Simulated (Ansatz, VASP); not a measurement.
# BaPbSO in two plane-wave programs

Wanted: the spread between two codes on one cell, functional and k mesh. The cell is invented: As first built, before any earlier steps moved the atoms: it takes the BaO structure with some of its atoms replaced by other elements, volume scaled by an estimate. It may not be a known or stable phase. The cell comes out of the VASP series on this material, whose earlier steps may have relaxed, scaled or displaced it; both programs get it as it stands.

Calculated with Ansatz 0.2.0; plane waves, with VASP 6.6.1 beside it; relaxation of cell and atoms at PBEsol.

## Step 1: Starting point

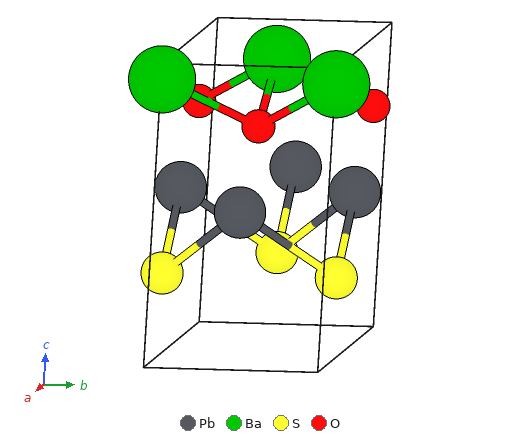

Start, viewed slightly off an axis; lead dark grey, barium green, sulfur yellow, oxygen red. This picture shows the conventional cell, with its axes. Some periodic images of atoms are drawn too.

Coordinates:

```cif
data_structure
_symmetry_space_group_name_H-M 'Cm'
_symmetry_Int_Tables_number 8
_cell_length_a 7.0041
_cell_length_b 4.0520
_cell_length_c 7.0818
_cell_angle_alpha 90.000
_cell_angle_beta 109.266
_cell_angle_gamma 90.000
_cell_volume 189.73
loop_
_atom_site_label
_atom_site_type_symbol
_atom_site_symmetry_multiplicity
_atom_site_Wyckoff_symbol
_atom_site_fract_x
_atom_site_fract_y
_atom_site_fract_z
_atom_site_occupancy
Pb1 Pb 2 a 0.00344 0.50000 0.51805 1
Ba1 Ba 2 a 0.48098 0.50000 0.94463 1
S1 S 2 a 0.25716 0.50000 0.27419 1
O1 O 2 a 0.75455 0.50000 0.76412 1
```

## Step 2: VASP: relaxation of cell and atoms, PBEsol

The relaxed volume is the usual yardstick between codes: its relative difference is about their pressure difference at one cell divided by the bulk modulus.

Lines of VASP's logs that name or quote its potential files are left out, and so is its time.

File INCAR:

```
SYSTEM = BaPbSO
PREC = Accurate
ENCUT = 520
EDIFF = 1E-06
NELM = 100
ISMEAR = -1
SIGMA = 0.05
LREAL = .FALSE.
ALGO = Normal
GGA = PS
NBANDS = 24
LORBIT = 11
LWAVE = .FALSE.
LCHARG = .FALSE.
KPAR = 2
IBRION = 2
NSW = 60
ISIF = 3
EDIFFG = -0.01
```

File POSCAR:

```
BaPbSO
1.0
    3.5020516600     -2.0260008600      0.0000000000
    3.5020516600      2.0260008600      0.0000000000
   -2.3366172400      0.0000000000      6.6851899800
Pb Ba S O
1 1 1 1
Direct
    0.5034421680      0.5034421680      0.5180477100
    0.9809848210      0.9809848210      0.9446264060
    0.7571568430      0.7571568430      0.2741860540
    0.2545546840      0.2545546840      0.7641158310
```

File KPOINTS:

```
Automatic mesh
0
Gamma
7 7 4
0 0 0
```

The projector-augmented-wave data sets are Pb_d, Ba_sv, S and O (PBE family, release 64).

On the command line:

```bash
$ mpirun -np 2 vasp_std
```

Numbers of over 12 decimals in the logs are rounded to 6 here.

Output:

```text
[banner, memory and clock lines left out]
running    2 mpi-ranks, on    1 nodes
 distrk:  each k-point on    1 cores,    2 groups
 distr:  one band on    1 cores,    1 groups

 POSCAR found type information on POSCAR PbBaS O
 POSCAR found :  4 types and       4 ions
|                                                                             |
|               ----> ADVICE to this user running VASP <----                  |
|                                                                             |
|     You enforced a specific xc type in the INCAR file but a different       |
|     [... a line on the potential file left out ...]
|     I HOPE YOU KNOW WHAT YOU ARE DOING!                                     |
|                                                                             |

 LDA part: xc-table for (Slater+PW92), standard interpolation
 POSCAR, INCAR and KPOINTS ok, starting setup
 FFT: planning ... GRIDC
 FFT: planning ... GRID_SOFT
 FFT: planning ... GRID
 WAVECAR not read
 entering main loop
       N       E                     dE             d eps       ncg     rms          rms(c)
DAV:   1     0.338661744699E+03    0.33866E+03   -0.17061E+04  2880   0.151E+03
DAV:   2     0.125352615461E+02   -0.32613E+03   -0.31183E+03  3088   0.382E+02
DAV:   3    -0.238575924059E+02   -0.36393E+02   -0.35580E+02  3920   0.130E+02
DAV:   4    -0.253022078112E+02   -0.14446E+01   -0.14420E+01  4112   0.256E+01
DAV:   5    -0.253446623804E+02   -0.42455E-01   -0.42447E-01  4032   0.379E+00    0.108E+01
DAV:   6    -0.221846636018E+02    0.31600E+01   -0.16627E+01  3936   0.286E+01    0.770E+00
DAV:   7    -0.218118050564E+02    0.37286E+00   -0.38120E+00  3336   0.108E+01    0.330E+00
DAV:   8    -0.217308747703E+02    0.80930E-01   -0.58241E-01  4008   0.546E+00    0.125E+00
DAV:   9    -0.217346889626E+02   -0.38142E-02   -0.54627E-02  3824   0.168E+00    0.399E-01
DAV:  10    -0.217349208292E+02   -0.23187E-03   -0.94272E-03  4312   0.946E-01    0.175E-01
DAV:  11    -0.217351548970E+02   -0.23407E-03   -0.12551E-03  4000   0.252E-01    0.105E-01
DAV:  12    -0.217352650782E+02   -0.11018E-03   -0.33318E-04  3824   0.168E-01    0.164E-02
DAV:  13    -0.217352705707E+02   -0.54925E-05   -0.57856E-05  4016   0.579E-02    0.126E-02
DAV:  14    -0.217352709828E+02   -0.41211E-06   -0.62863E-06  4000   0.159E-02
   1 F= -.21735271E+02 E0= -.21735271E+02  d E =-.217353E+02
[...]
2 F= -.21735362E+02 E0= -.21735362E+02  d E =-.912429E-04
[...]
3 F= -.21735386E+02 E0= -.21735386E+02  d E =-.115015E-03
[...]
4 F= -.21735440E+02 E0= -.21735440E+02  d E =-.536408E-04
[...]
5 F= -.21735450E+02 E0= -.21735450E+02  d E =-.637091E-04
 curvature:  -1.48 expect dE=-0.446E-04 dE for cont linesearch -0.479E-07
 trial: gam= 0.21162 g(F)=  0.126E-04 g(S)=  0.175E-04 ort =-0.230E-05 (trialstep = 0.103E+01)
 search vector abs. value=  0.364E-04
 bond charge predicted
       N       E                     dE             d eps       ncg     rms          rms(c)
DAV:   1    -0.217355001293E+02   -0.50572E-04   -0.65900E-03  2920   0.547E-01    0.336E-02
DAV:   2    -0.217354883687E+02    0.11761E-04   -0.22123E-04  3840   0.120E-01    0.185E-02
DAV:   3    -0.217354756896E+02    0.12679E-04   -0.17552E-05  4352   0.440E-02    0.774E-03
DAV:   4    -0.217354732465E+02    0.24431E-05   -0.72528E-06  4352   0.255E-02    0.194E-03
DAV:   5    -0.217354732200E+02    0.26530E-07   -0.89870E-07  1960   0.713E-03
   6 F= -.21735473E+02 E0= -.21735473E+02  d E =-.235134E-04
 trial-energy change:   -0.000024  1 .order   -0.000022   -0.000031   -0.000014
 step:   1.9419(harm=  1.9419)  dis= 0.00153  next Energy=   -21.735478 (dE=-0.287E-04)
 reached required accuracy - stopping structural energy minimisation
```

Parts of OUTCAR (step 2):

```text
ion  position               nearest neighbor table
   1  0.503  0.503  0.518-   4 2.84   3 2.85   3 2.85   3 2.86   4 2.87   4 2.87   2 3.68   2 3.68
                             2 3.69
   2  0.981  0.981  0.945-   4 2.63   4 2.63   4 2.63   3 3.21   3 3.21   3 3.21   1 3.68   1 3.68
                             1 3.69
   3  0.757  0.757  0.274-   1 2.85   1 2.85   1 2.86   2 3.21   2 3.21   2 3.21
   4  0.255  0.255  0.764-   2 2.63   2 2.63   2 2.63   1 2.84   1 2.87   1 2.87

  LATTYP: Found a base centered monoclinic cell.
 ALAT       =     7.0041033200
 B/A-ratio  =     0.5785182678
 C/A-ratio  =     1.0110895349
 COS(beta)  =    -0.3299479371

 Subroutine GETGRP returns: Found  2 space group operations
 (whereof  2 operations were pure point group operations)

The static configuration has the point symmetry C_1h.

 Found     60 irreducible k-points:

   k-points           NKPTS =     60   k-points in BZ     NKDIM =     60   number of bands    NBANDS=     24

   dimension x,y,z NGX =    30 NGY =   30 NGZ =   54
   dimension x,y,z NGXF=    60 NGYF=   60 NGZF=  108

   ENCUT  =  520.0 eV  38.22 Ry    6.18 a.u.   7.52  7.52 13.17*2*pi/ulx,y,z

   NELECT =      36.0000    total number of electrons

 k-points in reciprocal lattice and weights: Automatic mesh
   0.00000000  0.00000000  0.00000000       0.005
   0.14285714  0.00000000  0.00000000       0.020
   0.28571429 -0.00000000  0.00000000       0.020
   0.42857143 -0.00000000  0.00000000       0.020
   0.14285714  0.14285714  0.00000000       0.010
   0.28571429  0.14285714  0.00000000       0.020
   0.42857143  0.14285714  0.00000000       0.020
  -0.42857143  0.14285714  0.00000000       0.020
  -0.28571429  0.14285714 -0.00000000       0.020
[...]
0.42857143  0.42857143  0.50000000       0.010
  -0.42857143  0.42857143  0.50000000       0.010

 average (electrostatic) potential at core
       1 -92.6039       2 -34.3059       3 -86.6870       4 -69.6437

 E-fermi :   4.5189

 k-point     1 :       0.0000    0.0000    0.0000
  band No.  band energies     occupation
    ...
     14       1.9307      2.00000
     15       2.2589      2.00000
     16       2.3714      2.00000
     17       2.6467      2.00000
     18       2.6664      2.00000
     19       6.0100      0.00000
     20       8.2091      0.00000
     21       8.2517      0.00000
     22       8.2656      0.00000
     23       8.7363      0.00000
    ...

 k-point     2 :       0.1429    0.0000    0.0000
  band No.  band energies     occupation
    ...
     14       1.8273      2.00000
     15       1.8841      2.00000
     16       2.4513      2.00000
     17       2.6184      2.00000
     18       3.1812      2.00000
     19       6.2578      0.00000
     20       7.1419      0.00000
     21       8.1099      0.00000
     22       8.2575      0.00000
     23       8.7565      0.00000
    ...

 k-point     3 :       0.2857   -0.0000    0.0000
  band No.  band energies     occupation
    ...
     14       1.4615      2.00000
     15       1.6614      2.00000
     16       2.2732      2.00000
     17       2.6713      2.00000
     18       3.2710      2.00000
     19       6.2635      0.00000
     20       7.1128      0.00000
     21       8.1429      0.00000
     22       8.2741      0.00000
     23       9.1756      0.00000
    ...

  Total       -0.0001189     -0.0069665      0.0184869      0.0000000      0.0000000     -0.0081702
  in kB       -0.0020050     -0.1174940      0.3117917      0.0000000      0.0000000     -0.1377957
  external PRESSURE =       0.0640975 kB  Pullay stress =       0.0000000 kB

  energy-cutoff  :      520.00
  volume of cell :       95.00
      direct lattice vectors                 reciprocal lattice vectors
     3.505789151 -2.028432373  0.001940496     0.142593639 -0.246495770  0.049866855
     3.505789151  2.028432373  0.001940496     0.142593639  0.246495770  0.049866855
    -2.335401646  0.000000000  6.678051440    -0.000082869  0.000000000  0.149715299

 POSITION                                       TOTAL-FORCE (eV/Angst)
 -----------------------------------------------------------------------------------
      2.32057      0.00000      3.45661        -0.000399      0.000000      0.001711
      4.67203      0.00000      6.31036        -0.000231      0.000000     -0.005898
      4.66770      0.00000      1.83443         0.000584      0.000000      0.000377
      0.00079      0.00000      5.10994         0.000047      0.000000      0.003810
 -----------------------------------------------------------------------------------
    total drift:                                0.000086      0.000000     -0.000705

  FREE ENERGIE OF THE ION-ELECTRON SYSTEM (eV)
  ---------------------------------------------------
  free  energy   TOTEN  =       -21.7354732200 eV

  energy  without entropy=      -21.7354732195  energy(sigma->0) =      -21.73547322

 reached required accuracy - stopping structural energy minimisation

 total charge
# of ion       s       p       d       tot
------------------------------------------
    1        1.476   0.520   9.844  11.841
    2        2.013   5.596   0.367   7.977
    3        1.333   2.365   0.000   3.698
    4        1.568   3.315   0.000   4.882
--------------------------------------------------
tot          6.390  11.797  10.211  28.398

[... 3 further parts left out ...]
```

CONTCAR:

```
BaPbSO
   1.00000000000000
     3.5057891512353065   -2.0284323733651064    0.0019404956146171
     3.5057891512353065    2.0284323733651064    0.0019404956146171
    -2.3354016464386214    0.0000000000000000    6.6780514396247064
  Pb              Ba              S               O
     1     1     1     1
Direct
     0.5032683330210814    0.5032683330210814    0.5173146893763140
     0.9808797545619473    0.9808797545619473    0.9443702113439123
     0.7570610089682001    0.7570610089682001    0.2742546812132531
     0.2549294194487660    0.2549294194487660    0.7650364190665113
```

[end of part 1 of 2]

[Lines on the potential files, build, host, timing and source positions are cut from VASP's logs without a mark.]

[Logs are printed without paths, hosts, clocks, repeated set-up lines and the standing remarks that a program may print on its own settings, such as how far it seeks lower states.]

[Hosts, paths, dates, database ids (printed as entryN), source tags and the programs' standing remarks are cut or masked in the printed files.]
